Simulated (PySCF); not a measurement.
## Run report: C3H9NO2Si, excited-state calculation

The run: excited-state calculation of C3H9NO2Si, SMILES C[Si]1(N)OCCO1. Method and program: TDDFT PBE0/6-31G*, vertical, gas phase, core orbitals frozen in the response (PySCF 2.14.0).

The run did not end well. The geometry comes from this level: GFN2-xTB.

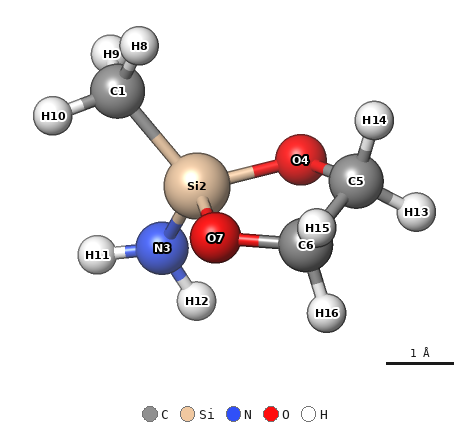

**Figure 1.** The input geometry (ball-and-stick view, seen at a tilt; atoms are numbered from 1 in the order of the input).

Outcome

| quantity | value |
| --- | --- |
| outcome | not converged |
| total energy | −614.025569 hartree |
| HOMO | −7.05 eV |
| LUMO | 1.96 eV |
| dipole moment | 0.82 D |
| mean polarisability | 58.55 a.u. |
| lowest excitation | 7.56 eV |
| hardware | 1 CPU thread, shared host |
| wall time | 19 s |
| peak memory | 0.61 GiB |

What went wrong

Some settings of this run were drawn to be unusual or wrong. The run did not converge. At least one of its steps failed, so the values that rest on that step are not results. Checks after the run noted: response equations did not converge.

Input file
```
{"job": {"kind": "uv", "xc": "PBE0", "basis": "6-31G*", "nstates": 12, "ntriplets": 0, "tda": false, "max_iter": 2, "scf": {"max_cycle": 65}}, "charge": 0, "multiplicity": 1}
C      1.946321    -1.108933    -0.114691
Si     0.573581     0.184028    -0.202494
N      1.209175     1.611200    -0.912715
O     -0.766317    -0.221843    -1.068110
C     -1.882398    -0.416505    -0.255909
C     -1.578229     0.179207     1.137819
O     -0.195689     0.324078     1.256197
H      1.589018    -2.068041     0.245004
H      2.382040    -1.257374    -1.095097
H      2.735049    -0.776890     0.549967
H      2.164887     1.871275    -0.755643
H      0.629572     2.416173    -1.081859
H     -2.744300     0.072368    -0.717233
H     -2.084778    -1.490411    -0.177057
H     -1.939094    -0.473433     1.936771
H     -2.046434     1.164045     1.243639
```

The first line tells a small driver script what to run in PySCF; the rest is the geometry in Å.

Command:
```bash
OMP_NUM_THREADS=1 python <driver script> task.json out
```

The program's output
```
final grid: 127312 points
cycle   1  E = -613.8549285057  dE =  1.047e+00  |g| = 9.295e-01  |ddm| = 3.617e+00
cycle   2  E = -613.7099916495  dE =  1.449e-01  |g| = 1.278e+00  |ddm| = 1.846e+00
cycle   3  E = -614.0230840829  dE = -3.131e-01  |g| = 1.069e-01  |ddm| = 1.161e+00
cycle   4  E = -614.0252177990  dE = -2.134e-03  |g| = 3.894e-02  |ddm| = 1.028e-01
cycle   5  E = -614.0255536775  dE = -3.359e-04  |g| = 8.249e-03  |ddm| = 3.355e-02
cycle   6  E = -614.0255669774  dE = -1.330e-05  |g| = 2.915e-03  |ddm| = 8.208e-03
cycle   7  E = -614.0255689432  dE = -1.966e-06  |g| = 2.110e-04  |ddm| = 2.421e-03
cycle   8  E = -614.0255689522  dE = -8.977e-09  |g| = 1.061e-04  |ddm| = 2.924e-04
cycle   9  E = -614.0255689547  dE = -2.474e-09  |g| = 2.636e-05  |ddm| = 1.067e-04
cycle  10  E = -614.0255689548  dE = -1.130e-10  |g| = 1.106e-05  |ddm| = 2.781e-05
converged SCF energy = -614.0255689548

Static polarisability (au): isotropic 58.548, principal 49.049 58.229 68.366

Singlet excitations
state   eV       nm        f      main configurations
  1   7.5560    164.1   0.02683   H->L 0.94
  2   8.0855    153.3   0.01124   H-1->L 0.59, H->L+1 0.27
  3   8.3863    147.8   0.00830   H->L+1 0.68, H-1->L 0.23
  4   8.6013    144.1   0.04291   H-2->L 0.70, H-1->L+1 0.17
  5   8.8558    140.0   0.03209   H-1->L+1 0.69, H-2->L 0.17
  6   8.9039    139.2   0.01725   H->L+2 0.72
  7   8.9985    137.8   0.00981   H->L+3 0.78
  8   9.1776    135.1   0.01058   H-2->L+1 0.77, H-3->L 0.10
  9   9.2540    134.0   0.00432   H-3->L 0.57, H-1->L+2 0.13
 10   9.3496    132.6   0.01144   H-1->L+2 0.28, H-3->L 0.17, H->L+6 0.17
 11   9.4420    131.3   0.01547   H-1->L+2 0.36, H->L+4 0.31, H-2->L+2 0.13
 12   9.5409    130.0   0.00267   H-1->L+3 0.61, H->L+6 0.11
```
